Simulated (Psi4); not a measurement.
**SiH3Se (SMILES [SiH2][SeH]) at UTPSS/cc-pVTZ**

Aim: the vertical ionisation energy of SiH3Se at UTPSS/cc-pVTZ, from 2 runs. 

The results are computed with Psi4 1.11.

### 1 Starting point

SiH3Se: 5 atoms, total charge 0, spin state doublet. SMILES: `[SiH2][SeH]`. Geometry: relaxed at PBE0-D4/def2-TZVP. This is one conformer, not always the lowest.

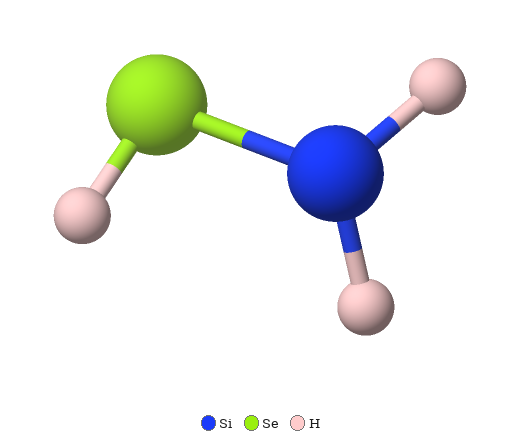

The structure, seen from a chosen angle (silicon blue, selenium green, hydrogen pink).

### 2 Energy and forces at UTPSS/cc-pVTZ

Input file input.inp:

```
memory 1600 mb

molecule {
  0 2
  Si
  Se 1 r2
  H 1 r3 2 a3
  H 1 r4 3 a4 2 d4
  H 2 r5 1 a5 4 d5

  r2 = 2.272135
  r3 = 1.491751
  a3 = 111.05429
  r4 = 1.488846
  a4 = 110.21157
  d4 = -115.85731
  r5 = 1.468972
  a5 = 93.11917
  d5 = 170.70284
  units angstrom
  symmetry c1
  no_reorient
  no_com
}

set {
  reference            uks
  puream               true
  e_convergence        1e-09
  d_convergence        1e-08
  scf_type             pk
  dft_radial_points    99
  dft_spherical_points 590
  maxiter              200
}

e, wfn = gradient("tpss/cc-pVTZ", return_wfn=True)
oeprop(wfn, "MAYER_INDICES", "LOWDIN_CHARGES", "DIPOLE", title="TPSS")
print_variables()
```

Launch:

```console
psi4 -i input.inp -o input.out -n 1
```

input.out:

```text
[...]
  Running in c1 symmetry.
[...]
  Nuclear repulsion =  147.937345266169302
[...]
  Multiplicity = 2
[...]
  Nalpha       = 26
  Nbeta        = 25
[...]
    Number of basis functions: 119
[...]
   @UKS iter   1: -2692.14446487956457   -1.79933e+00   1.47608e-02 ADIIS/DIIS
[...]
   @UKS iter  14: -2692.83803273915828   -7.27596e-12   5.79180e-09 DIIS
[...]
   @S^2 Observed:                7.531746503E-01
[...]
    Orbital Energies [Eh]
    ---------------------
    Alpha Occupied:
       1A   -452.817073     2A    -65.717690     3A    -57.560292
       4A    -51.631028     5A    -51.630023     6A    -51.628323
       7A     -7.621563     8A     -5.580921     9A     -5.577314
      10A     -5.571589    11A     -5.137123    12A     -3.514526
      13A     -3.511717    14A     -3.509517    15A     -1.987139
      16A     -1.986509    17A     -1.981917    18A     -1.979231
      19A     -1.978514    20A     -0.667328    21A     -0.485167
      22A     -0.375337    23A     -0.328247    24A     -0.305356
      25A     -0.253208    26A     -0.186853
    Alpha Virtual:
[...]
  @UKS Final Energy: -2692.83803273915828
   => Energetics <=
    Nuclear Repulsion Energy =            147.9373452661693022
    One-Electron Energy =               -4040.8143079544479406
    Two-Electron Energy =                1309.1238784726260747
    DFT Exchange-Correlation Energy =    -109.0849485235058154
    Empirical Dispersion Energy =           0.0000000000000000
    VV10 Nonlocal Energy =                  0.0000000000000000
    Total Energy =                      -2692.8380327391582796
[...]
  -Total Gradient:
     Atom            X                  Y                   Z
    ------   -----------------  -----------------  -----------------
       1        0.001446825998     0.000880540765     0.005143727465
       2       -0.002005317096     0.001367679014    -0.004951119856
       3       -0.000408024159    -0.000747888639     0.000186556585
       4       -0.000757553863    -0.000080437618    -0.000175159206
       5        0.001721420268    -0.001417389595    -0.000200025195
[...]
 Multipole Moments:
 ------------------------------------------------------------------------------------
     Multipole            Electronic (a.u.)      Nuclear  (a.u.)        Total (a.u.)
 ------------------------------------------------------------------------------------
 L = 1.  Multiply by 2.5417464519 to convert [e a0] to [Debye]
 Dipole X            :         -0.2637439            0.1087586           -0.1549853
 Dipole Y            :         -1.4659413            1.6261509            0.1602096
 Dipole Z            :         10.2525264          -10.3377632           -0.0852368
 Magnitude           :                                                    0.2386481
[...]
```

Run time: 3.7 min. Hardware: 1 thread of Intel Xeon Platinum 8488C (Sapphire Rapids), shared host; peak memory 1.5 GiB.

### 3 The singlet cation at the same level

Input file input.inp:

```
memory 1600 mb

molecule geom {
  1 1
  Si     0.11508432    -1.49628515     0.38890564
  Se     1.46756131     2.23441217    -1.25080972
  H     -2.46476978    -1.24003828     1.49590720
  H      0.06462863    -3.27187181    -1.79297215
  H      0.91198183     3.63451026     1.08092334
  units au
  symmetry c1
}

set basis cc-pVTZ
set puream true
set e_convergence 1e-09
set d_convergence 1e-08
set scf_type pk
set dft_radial_points 99
set dft_spherical_points 590

E, wfn = gradient('tpss', return_wfn=True)
```

Launch:

```console
psi4 -i input.inp -o input.out -n 1
```

input.out:

```text
[...]
  Running in c1 symmetry.
[...]
  Nuclear repulsion =  147.937373213038853
[...]
  Multiplicity = 1
[...]
  Nalpha       = 25
  Nbeta        = 25
[...]
    Number of basis functions: 119
[...]
   @RKS iter   1: -2691.86711679931523   -1.52199e+00   1.45791e-02 ADIIS/DIIS
[...]
   @RKS iter  13: -2692.54236470238857   -1.36424e-12   6.61806e-09 DIIS
[...]
    Orbital Energies [Eh]
    ---------------------
    Doubly Occupied:
       1A   -453.068169     2A    -65.991560     3A    -57.810120
       4A    -51.880749     5A    -51.880022     6A    -51.878397
       7A     -7.870259     8A     -5.828429     9A     -5.826442
      10A     -5.820912    11A     -5.407499    12A     -3.787310
      13A     -3.780670    14A     -3.778001    15A     -2.234567
      16A     -2.234244    17A     -2.230114    18A     -2.228541
      19A     -2.227565    20A     -0.900731    21A     -0.716043
      22A     -0.598609    23A     -0.553122    24A     -0.534111
      25A     -0.475939
[...]
  @RKS Final Energy: -2692.54236470238857
   => Energetics <=
    Nuclear Repulsion Energy =            147.9373732130388532
    One-Electron Energy =               -4028.1284958402634402
    Two-Electron Energy =                1296.4311899988201731
    DFT Exchange-Correlation Energy =    -108.7824320739841681
    Empirical Dispersion Energy =           0.0000000000000000
    VV10 Nonlocal Energy =                  0.0000000000000000
    Total Energy =                      -2692.5423647023885678
[...]
 Multipole Moments:
 ------------------------------------------------------------------------------------
     Multipole            Electronic (a.u.)      Nuclear  (a.u.)        Total (a.u.)
 ------------------------------------------------------------------------------------
 L = 1.  Multiply by 2.5417464519 to convert [e a0] to [Debye]
 Dipole X            :          4.1476900           -4.6975780           -0.5498880
 Dipole Y            :          7.0363271           -8.3062350           -1.2699079
 Dipole Z            :         -3.3038601            4.2970596            0.9931995
 Magnitude           :                                                    1.7033755
[...]
  -Total Gradient:
     Atom            X                  Y                   Z
    ------   -----------------  -----------------  -----------------
       1        0.021250142048    -0.024444965931     0.038293533625
       2       -0.006042252082     0.020578664251    -0.011489349757
       3       -0.010028499733     0.002572358118    -0.015989324391
       4       -0.010002646331     0.005708803192    -0.008116550792
       5        0.004822103551    -0.004410039715    -0.002697141821
[...]
```

Run time: 3.3 min. Hardware: 1 thread of Intel Xeon Platinum 8488C (Sapphire Rapids), shared host; peak memory 1.5 GiB.

### 4 Summary of results

Level: UTPSS/cc-pVTZ.

```
                                          quantity           value
                      doublet SiH3Se: total energy  -2692.83803 Eh
                     doublet SiH3Se: dipole moment          0.61 D
doublet SiH3Se: HOMO energy (highest over α and β)        -5.08 eV
 doublet SiH3Se: LUMO energy (lowest over α and β)        -3.41 eV
                              doublet SiH3Se: ⟨S²⟩           0.753
          doublet SiH3Se: largest force on an atom      0.284 eV/Å
                      singlet cation: total energy  -2692.54236 Eh
                       singlet cation: HOMO energy       -12.95 eV
                       singlet cation: LUMO energy       -10.85 eV
                     singlet cation: HOMO–LUMO gap         2.11 eV
          singlet cation: largest force on an atom      2.579 eV/Å
vertical ionisation energy (to the singlet cation)        8.046 eV
```

Removing an electron at fixed nuclei costs 8.05 eV (186 kcal/mol). The largest force (doublet SiH3Se) is 0.28 eV/Å: the shape isn't a stationary point for this species at this level. Only the singlet of the ionised species was computed; a triplet could lie lower.
